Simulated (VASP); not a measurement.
Band structure of CsI (CsCl type). These are revTPSS meta-GGA, VASP's PBE PAW potentials (set 64) (plane waves; VASP) values and carry that method's errors.

Unless said otherwise, spin-orbit coupling is left out, though it shifts the bands of the heavy elements here.

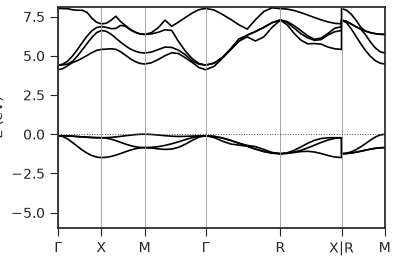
Figure. Bands along high-symmetry lines, zero at the valence-band maximum or, without a gap, the Fermi level

Problem. Read the plot: is there a gap, and where are the band edges?

Solution. The gap is indirect, 4.11 eV, from the valence maximum at M to the conduction minimum at Γ.

Measured: gap 6.20 eV (computed value off by -2.09 eV), as given by Aguado et al., (1998), arXiv:cond-mat/9809176.

The compound is CsI in the CsCl type structure. It was relaxed first.
